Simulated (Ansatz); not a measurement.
## Run report: Si2H7Cl, molecular dynamics (part 1 of 4)

The run: molecular dynamics of Si2H7Cl. Method and program: RHF/def2-SVP (Ansatz 0.2.0).

It belongs to a series of runs on one base structure; here: dynamics from the start. Figures and captions count atoms from 1; the log counts them from 0 in places.

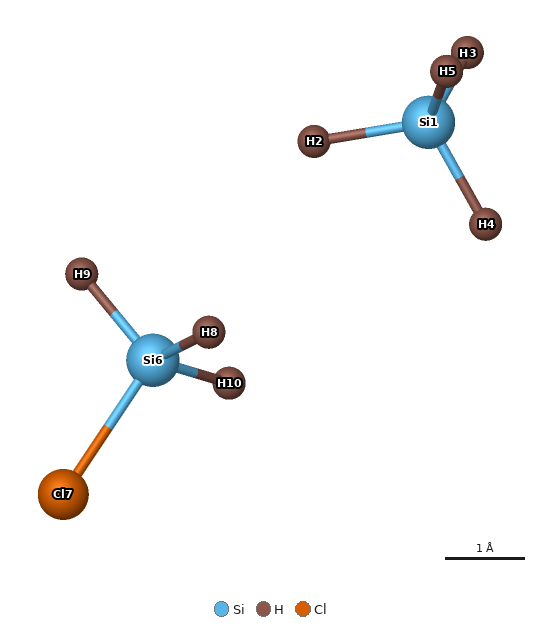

**Figure 1.** The input geometry (ball-and-stick view, seen at a tilt; atoms are numbered from 1 in the order of the input). Bond lengths as drawn: Cl–Si 2.07 Å and H–Si 1.47 to 1.48 Å.

**Summary**

| quantity | value |
| --- | --- |
| outcome | finished |
| mean temperature over the second half | 75 K |
| trajectory | 300 steps, 75 fs |
| ensemble | nvt_nose_hoover |
| temperature in the input | 100.0 K |
| time step | 0.25 fs |
| potential energy (last step) | −28330.7323 eV |
| mean-field energy (last step) | −28330.7323 eV |
| largest force (length of the vector) (last step) | 0.747 eV/Å |
| hardware | 1 thread of Arm Neoverse V1, 24 GiB of memory available, shared host |
| wall time | 4.5 min |
| peak memory | 0.14 GiB |

**Notes**

So short a trajectory is not equilibrated.

**The input**
```yaml
crystal:
  periodic: [false, false, false]
  atoms:
    - { symbol: Si, position_ang: [-0.086129, 0.105682, -3.001883] }
    - { symbol: H, position_ang: [-1.172409, 0.511068, -2.079388] }
    - { symbol: H, position_ang: [-0.489331, 0.391851, -4.397752] }
    - { symbol: H, position_ang: [0.175892, -1.343914, -2.847432] }
    - { symbol: H, position_ang: [1.142953, 0.866032, -2.675552] }
    - { symbol: Si, position_ang: [0.128055, -0.050738, 2.888404] }
    - { symbol: Cl, position_ang: [-0.536677, -0.919746, 4.650171] }
    - { symbol: H, position_ang: [1.570368, 0.225876, 3.014293] }
    - { symbol: H, position_ang: [-0.616002, 1.202887, 2.671109] }
    - { symbol: H, position_ang: [-0.11662, -0.988999, 1.77813] }
basis:
  gaussian: { orbitals: def2-SVP }
hamiltonian:
  xc: hf
md:
  timestep: 0.25
  n_steps: 300
  ensemble: nvt_nose_hoover
  temperature: 100.0
  initial_velocities: maxwell_boltzmann
  seed: 51237
scf:
  lower_state_search: "off"
```

Launch command:
```bash
ansatz run input.yaml --threads 1 --pin off --max-ram 2048MiB --backend cpu --events-out ev --progress --plain --runs-dir out
```

**What the program printed**
```
Engine: ansatz 0.2.0, aarch64-unknown-linux-gnu
Functional definition: HF
  exchange = exact_x
  correlation = 0
these checks for a lower state are left out or cut short: stability, starts, cluster_reference, orbital_swaps, neighbouring_geometries, increment
907 factors; integrals over basis functions are off by at most 1.5e-4 eV
mean field evaluation 1: about -28329.5370 eV, gradient 1.6e1 eV
mean field evaluation 2: about -28329.5376 eV, gradient 1.6e1 eV
mean field evaluation 4: about -28330.7708 eV, gradient 1.7e0 eV
mean field evaluation 8: about -28330.7840 eV, gradient 1.9e-4 eV
mean field -28330.78398843 eV, -1041.1371082798 hartree, gradient 9.0e-7 eV, S^2 0.000000; 0 other end points of the search recorded, 0 dependent functions left out
the calculation of the forces begins
reference -28330.78398843 eV, -1041.1371082798 hartree; 26, 26 occupied and 63, 63 virtual orbitals, 907 factors
md step     0: t =     0.00 fs  T =   100.0 K  F+E_penalty+E_count = -28330.78398843 eV  E_kin = 0.103408 eV  conserved = -28330.68058043 eV  (17 SCF iters)
these checks for a lower state are left out or cut short: stability, starts, cluster_reference, orbital_swaps, neighbouring_geometries, increment
907 factors; integrals over basis functions are off by at most 1.5e-4 eV
mean field evaluation 16: about -28330.7837 eV, gradient 1.8e-6 eV
mean field -28330.78368300 eV, -1041.1370970554 hartree, gradient 1.8e-6 eV, S^2 0.000000; 0 other end points of the search recorded, 0 dependent functions left out
the calculation of the forces begins
reference -28330.78368300 eV, -1041.1370970554 hartree; 26, 26 occupied and 63, 63 virtual orbitals, 907 factors
md step     1: t =     0.25 fs  T =    99.7 K  F+E_penalty+E_count = -28330.78368300 eV  E_kin = 0.103103 eV  conserved = -28330.68057954 eV  (12 SCF iters)
[... from here on the SCF iterations and repeated set-up lines of each step are left out, up to the last step ...]
md step     2: t =     0.50 fs  T =    98.8 K  F+E_penalty+E_count = -28330.78277350 eV  E_kin = 0.102196 eV  conserved = -28330.68057724 eV  (12 SCF iters)
md step     3: t =     0.75 fs  T =    97.4 K  F+E_penalty+E_count = -28330.78129594 eV  E_kin = 0.100722 eV  conserved = -28330.68057366 eV  (12 SCF iters)
md step     4: t =     1.00 fs  T =    95.5 K  F+E_penalty+E_count = -28330.77930691 eV  E_kin = 0.098738 eV  conserved = -28330.68056896 eV  (12 SCF iters)
md step     5: t =     1.25 fs  T =    93.1 K  F+E_penalty+E_count = -28330.77688082 eV  E_kin = 0.096318 eV  conserved = -28330.68056336 eV  (12 SCF iters)
md step     6: t =     1.50 fs  T =    90.5 K  F+E_penalty+E_count = -28330.77410641 eV  E_kin = 0.093550 eV  conserved = -28330.68055713 eV  (12 SCF iters)
md step     7: t =     1.75 fs  T =    87.5 K  F+E_penalty+E_count = -28330.77108257 eV  E_kin = 0.090533 eV  conserved = -28330.68055049 eV  (12 SCF iters)
md step     8: t =     2.00 fs  T =    84.5 K  F+E_penalty+E_count = -28330.76791405 eV  E_kin = 0.087371 eV  conserved = -28330.68054385 eV  (12 SCF iters)
md step     9: t =     2.25 fs  T =    81.4 K  F+E_penalty+E_count = -28330.76470641 eV  E_kin = 0.084171 eV  conserved = -28330.68053745 eV  (12 SCF iters)
md step    10: t =     2.50 fs  T =    78.4 K  F+E_penalty+E_count = -28330.76156152 eV  E_kin = 0.081032 eV  conserved = -28330.68053151 eV  (12 SCF iters)
md step    11: t =     2.75 fs  T =    75.5 K  F+E_penalty+E_count = -28330.75857331 eV  E_kin = 0.078050 eV  conserved = -28330.68052638 eV  (12 SCF iters)
md step    12: t =     3.00 fs  T =    72.8 K  F+E_penalty+E_count = -28330.75582344 eV  E_kin = 0.075306 eV  conserved = -28330.68052222 eV  (12 SCF iters)
md step    13: t =     3.25 fs  T =    70.5 K  F+E_penalty+E_count = -28330.75337823 eV  E_kin = 0.072865 eV  conserved = -28330.68051920 eV  (13 SCF iters)
md step    14: t =     3.50 fs  T =    68.4 K  F+E_penalty+E_count = -28330.75128601 eV  E_kin = 0.070776 eV  conserved = -28330.68051740 eV  (12 SCF iters)
md step    15: t =     3.75 fs  T =    66.8 K  F+E_penalty+E_count = -28330.74957552 eV  E_kin = 0.069068 eV  conserved = -28330.68051688 eV  (12 SCF iters)
md step    16: t =     4.00 fs  T =    65.5 K  F+E_penalty+E_count = -28330.74825515 eV  E_kin = 0.067749 eV  conserved = -28330.68051763 eV  (12 SCF iters)
md step    17: t =     4.25 fs  T =    64.6 K  F+E_penalty+E_count = -28330.74731331 eV  E_kin = 0.066807 eV  conserved = -28330.68051960 eV  (12 SCF iters)
md step    18: t =     4.50 fs  T =    64.0 K  F+E_penalty+E_count = -28330.74671948 eV  E_kin = 0.066213 eV  conserved = -28330.68052257 eV  (12 SCF iters)
md step    19: t =     4.75 fs  T =    63.7 K  F+E_penalty+E_count = -28330.74642661 eV  E_kin = 0.065919 eV  conserved = -28330.68052640 eV  (12 SCF iters)
md step    20: t =     5.00 fs  T =    63.7 K  F+E_penalty+E_count = -28330.74637382 eV  E_kin = 0.065865 eV  conserved = -28330.68053088 eV  (12 SCF iters)
md step    21: t =     5.25 fs  T =    63.8 K  F+E_penalty+E_count = -28330.74648998 eV  E_kin = 0.065980 eV  conserved = -28330.68053576 eV  (12 SCF iters)
md step    22: t =     5.50 fs  T =    64.0 K  F+E_penalty+E_count = -28330.74669772 eV  E_kin = 0.066186 eV  conserved = -28330.68054081 eV  (12 SCF iters)
md step    23: t =     5.75 fs  T =    64.2 K  F+E_penalty+E_count = -28330.74691756 eV  E_kin = 0.066405 eV  conserved = -28330.68054568 eV  (12 SCF iters)
md step    24: t =     6.00 fs  T =    64.4 K  F+E_penalty+E_count = -28330.74707242 eV  E_kin = 0.066560 eV  conserved = -28330.68055014 eV  (12 SCF iters)
md step    25: t =     6.25 fs  T =    64.4 K  F+E_penalty+E_count = -28330.74709175 eV  E_kin = 0.066580 eV  conserved = -28330.68055394 eV  (12 SCF iters)
md step    26: t =     6.50 fs  T =    64.2 K  F+E_penalty+E_count = -28330.74691538 eV  E_kin = 0.066406 eV  conserved = -28330.68055688 eV  (12 SCF iters)
md step    27: t =     6.75 fs  T =    63.8 K  F+E_penalty+E_count = -28330.74649697 eV  E_kin = 0.065991 eV  conserved = -28330.68055879 eV  (12 SCF iters)
md step    28: t =     7.00 fs  T =    63.2 K  F+E_penalty+E_count = -28330.74580669 eV  E_kin = 0.065305 eV  conserved = -28330.68055954 eV  (12 SCF iters)
md step    29: t =     7.25 fs  T =    62.2 K  F+E_penalty+E_count = -28330.74483324 eV  E_kin = 0.064338 eV  conserved = -28330.68055907 eV  (12 SCF iters)
md step    30: t =     7.50 fs  T =    61.0 K  F+E_penalty+E_count = -28330.74358479 eV  E_kin = 0.063097 eV  conserved = -28330.68055736 eV  (12 SCF iters)
md step    31: t =     7.75 fs  T =    59.6 K  F+E_penalty+E_count = -28330.74208910 eV  E_kin = 0.061611 eV  conserved = -28330.68055443 eV  (12 SCF iters)
md step    32: t =     8.00 fs  T =    57.9 K  F+E_penalty+E_count = -28330.74039274 eV  E_kin = 0.059924 eV  conserved = -28330.68055043 eV  (12 SCF iters)
md step    33: t =     8.25 fs  T =    56.2 K  F+E_penalty+E_count = -28330.73855909 eV  E_kin = 0.058102 eV  conserved = -28330.68054562 eV  (12 SCF iters)
md step    34: t =     8.50 fs  T =    54.4 K  F+E_penalty+E_count = -28330.73666540 eV  E_kin = 0.056220 eV  conserved = -28330.68054014 eV  (12 SCF iters)
md step    35: t =     8.75 fs  T =    52.6 K  F+E_penalty+E_count = -28330.73479941 eV  E_kin = 0.054367 eV  conserved = -28330.68053428 eV  (11 SCF iters)
md step    36: t =     9.00 fs  T =    50.9 K  F+E_penalty+E_count = -28330.73305493 eV  E_kin = 0.052635 eV  conserved = -28330.68052826 eV  (11 SCF iters)
md step    37: t =     9.25 fs  T =    49.4 K  F+E_penalty+E_count = -28330.73152735 eV  E_kin = 0.051120 eV  conserved = -28330.68052252 eV  (11 SCF iters)
md step    38: t =     9.50 fs  T =    48.3 K  F+E_penalty+E_count = -28330.73030838 eV  E_kin = 0.049913 eV  conserved = -28330.68051723 eV  (11 SCF iters)
md step    39: t =     9.75 fs  T =    47.5 K  F+E_penalty+E_count = -28330.72948155 eV  E_kin = 0.049098 eV  conserved = -28330.68051282 eV  (11 SCF iters)
md step    40: t =    10.00 fs  T =    47.1 K  F+E_penalty+E_count = -28330.72911724 eV  E_kin = 0.048744 eV  conserved = -28330.68050947 eV  (11 SCF iters)
md step    41: t =    10.25 fs  T =    47.3 K  F+E_penalty+E_count = -28330.72926885 eV  E_kin = 0.048906 eV  conserved = -28330.68050739 eV  (11 SCF iters)
md step    42: t =    10.50 fs  T =    48.0 K  F+E_penalty+E_count = -28330.72996953 eV  E_kin = 0.049615 eV  conserved = -28330.68050672 eV  (11 SCF iters)
md step    43: t =    10.75 fs  T =    49.2 K  F+E_penalty+E_count = -28330.73122991 eV  E_kin = 0.050883 eV  conserved = -28330.68050754 eV  (12 SCF iters)
md step    44: t =    11.00 fs  T =    51.0 K  F+E_penalty+E_count = -28330.73303696 eV  E_kin = 0.052697 eV  conserved = -28330.68050983 eV  (11 SCF iters)
md step    45: t =    11.25 fs  T =    53.2 K  F+E_penalty+E_count = -28330.73535409 eV  E_kin = 0.055021 eV  conserved = -28330.68051352 eV  (11 SCF iters)
md step    46: t =    11.50 fs  T =    55.9 K  F+E_penalty+E_count = -28330.73812245 eV  E_kin = 0.057795 eV  conserved = -28330.68051846 eV  (11 SCF iters)
md step    47: t =    11.75 fs  T =    58.9 K  F+E_penalty+E_count = -28330.74126345 eV  E_kin = 0.060941 eV  conserved = -28330.68052447 eV  (12 SCF iters)
md step    48: t =    12.00 fs  T =    62.2 K  F+E_penalty+E_count = -28330.74468203 eV  E_kin = 0.064366 eV  conserved = -28330.68053117 eV  (12 SCF iters)
md step    49: t =    12.25 fs  T =    65.7 K  F+E_penalty+E_count = -28330.74827126 eV  E_kin = 0.067961 eV  conserved = -28330.68053832 eV  (12 SCF iters)
md step    50: t =    12.50 fs  T =    69.3 K  F+E_penalty+E_count = -28330.75191707 eV  E_kin = 0.071615 eV  conserved = -28330.68054559 eV  (12 SCF iters)
md step    51: t =    12.75 fs  T =    72.7 K  F+E_penalty+E_count = -28330.75550353 eV  E_kin = 0.075210 eV  conserved = -28330.68055268 eV  (12 SCF iters)
md step    52: t =    13.00 fs  T =    76.0 K  F+E_penalty+E_count = -28330.75891798 eV  E_kin = 0.078634 eV  conserved = -28330.68055919 eV  (12 SCF iters)
md step    53: t =    13.25 fs  T =    79.1 K  F+E_penalty+E_count = -28330.76205632 eV  E_kin = 0.081784 eV  conserved = -28330.68056488 eV  (12 SCF iters)
md step    54: t =    13.50 fs  T =    81.8 K  F+E_penalty+E_count = -28330.76482745 eV  E_kin = 0.084569 eV  conserved = -28330.68056956 eV  (12 SCF iters)
md step    55: t =    13.75 fs  T =    84.1 K  F+E_penalty+E_count = -28330.76715702 eV  E_kin = 0.086915 eV  conserved = -28330.68057300 eV  (12 SCF iters)
md step    56: t =    14.00 fs  T =    85.8 K  F+E_penalty+E_count = -28330.76899050 eV  E_kin = 0.088766 eV  conserved = -28330.68057502 eV  (12 SCF iters)
md step    57: t =    14.25 fs  T =    87.1 K  F+E_penalty+E_count = -28330.77029529 eV  E_kin = 0.090091 eV  conserved = -28330.68057560 eV  (12 SCF iters)
md step    58: t =    14.50 fs  T =    87.9 K  F+E_penalty+E_count = -28330.77106145 eV  E_kin = 0.090879 eV  conserved = -28330.68057478 eV  (12 SCF iters)
md step    59: t =    14.75 fs  T =    88.1 K  F+E_penalty+E_count = -28330.77130159 eV  E_kin = 0.091142 eV  conserved = -28330.68057262 eV  (12 SCF iters)
md step    60: t =    15.00 fs  T =    87.9 K  F+E_penalty+E_count = -28330.77104964 eV  E_kin = 0.090915 eV  conserved = -28330.68056926 eV  (12 SCF iters)
md step    61: t =    15.25 fs  T =    87.3 K  F+E_penalty+E_count = -28330.77035863 eV  E_kin = 0.090249 eV  conserved = -28330.68056490 eV  (12 SCF iters)
md step    62: t =    15.50 fs  T =    86.3 K  F+E_penalty+E_count = -28330.76929770 eV  E_kin = 0.089215 eV  conserved = -28330.68055976 eV  (12 SCF iters)
md step    63: t =    15.75 fs  T =    85.0 K  F+E_penalty+E_count = -28330.76794832 eV  E_kin = 0.087892 eV  conserved = -28330.68055413 eV  (12 SCF iters)
md step    64: t =    16.00 fs  T =    83.5 K  F+E_penalty+E_count = -28330.76640006 eV  E_kin = 0.086371 eV  conserved = -28330.68054821 eV  (12 SCF iters)
md step    65: t =    16.25 fs  T =    82.0 K  F+E_penalty+E_count = -28330.76474624 eV  E_kin = 0.084744 eV  conserved = -28330.68054236 eV  (12 SCF iters)
md step    66: t =    16.50 fs  T =    80.4 K  F+E_penalty+E_count = -28330.76307926 eV  E_kin = 0.083103 eV  conserved = -28330.68053690 eV  (12 SCF iters)
md step    67: t =    16.75 fs  T =    78.8 K  F+E_penalty+E_count = -28330.76148602 eV  E_kin = 0.081535 eV  conserved = -28330.68053205 eV  (12 SCF iters)
md step    68: t =    17.00 fs  T =    77.5 K  F+E_penalty+E_count = -28330.76004400 eV  E_kin = 0.080117 eV  conserved = -28330.68052801 eV  (12 SCF iters)
md step    69: t =    17.25 fs  T =    76.3 K  F+E_penalty+E_count = -28330.75881769 eV  E_kin = 0.078914 eV  conserved = -28330.68052497 eV  (12 SCF iters)
md step    70: t =    17.50 fs  T =    75.4 K  F+E_penalty+E_count = -28330.75785565 eV  E_kin = 0.077974 eV  conserved = -28330.68052305 eV  (12 SCF iters)
md step    71: t =    17.75 fs  T =    74.8 K  F+E_penalty+E_count = -28330.75718848 eV  E_kin = 0.077328 eV  conserved = -28330.68052233 eV  (12 SCF iters)
md step    72: t =    18.00 fs  T =    74.4 K  F+E_penalty+E_count = -28330.75682768 eV  E_kin = 0.076987 eV  conserved = -28330.68052283 eV  (12 SCF iters)
md step    73: t =    18.25 fs  T =    74.4 K  F+E_penalty+E_count = -28330.75676543 eV  E_kin = 0.076943 eV  conserved = -28330.68052449 eV  (12 SCF iters)
md step    74: t =    18.50 fs  T =    74.6 K  F+E_penalty+E_count = -28330.75697530 eV  E_kin = 0.077171 eV  conserved = -28330.68052721 eV  (12 SCF iters)
md step    75: t =    18.75 fs  T =    75.1 K  F+E_penalty+E_count = -28330.75741389 eV  E_kin = 0.077627 eV  conserved = -28330.68053084 eV  (12 SCF iters)
md step    76: t =    19.00 fs  T =    75.7 K  F+E_penalty+E_count = -28330.75802335 eV  E_kin = 0.078254 eV  conserved = -28330.68053523 eV  (12 SCF iters)
md step    77: t =    19.25 fs  T =    76.4 K  F+E_penalty+E_count = -28330.75873429 eV  E_kin = 0.078982 eV  conserved = -28330.68054005 eV  (12 SCF iters)
md step    78: t =    19.50 fs  T =    77.1 K  F+E_penalty+E_count = -28330.75946984 eV  E_kin = 0.079735 eV  conserved = -28330.68054515 eV  (12 SCF iters)
md step    79: t =    19.75 fs  T =    77.8 K  F+E_penalty+E_count = -28330.76014926 eV  E_kin = 0.080432 eV  conserved = -28330.68055016 eV  (12 SCF iters)
md step    80: t =    20.00 fs  T =    78.3 K  F+E_penalty+E_count = -28330.76069258 eV  E_kin = 0.080994 eV  conserved = -28330.68055487 eV  (12 SCF iters)
md step    81: t =    20.25 fs  T =    78.7 K  F+E_penalty+E_count = -28330.76102462 eV  E_kin = 0.081345 eV  conserved = -28330.68055902 eV  (12 SCF iters)
md step    82: t =    20.50 fs  T =    78.7 K  F+E_penalty+E_count = -28330.76107907 eV  E_kin = 0.081420 eV  conserved = -28330.68056239 eV  (12 SCF iters)
md step    83: t =    20.75 fs  T =    78.5 K  F+E_penalty+E_count = -28330.76080217 eV  E_kin = 0.081165 eV  conserved = -28330.68056478 eV  (12 SCF iters)
md step    84: t =    21.00 fs  T =    77.9 K  F+E_penalty+E_count = -28330.76015580 eV  E_kin = 0.080542 eV  conserved = -28330.68056604 eV  (12 SCF iters)
md step    85: t =    21.25 fs  T =    76.9 K  F+E_penalty+E_count = -28330.75911989 eV  E_kin = 0.079530 eV  conserved = -28330.68056607 eV  (12 SCF iters)
md step    86: t =    21.50 fs  T =    75.6 K  F+E_penalty+E_count = -28330.75769404 eV  E_kin = 0.078129 eV  conserved = -28330.68056483 eV  (12 SCF iters)
md step    87: t =    21.75 fs  T =    73.8 K  F+E_penalty+E_count = -28330.75589820 eV  E_kin = 0.076360 eV  conserved = -28330.68056232 eV  (12 SCF iters)
```
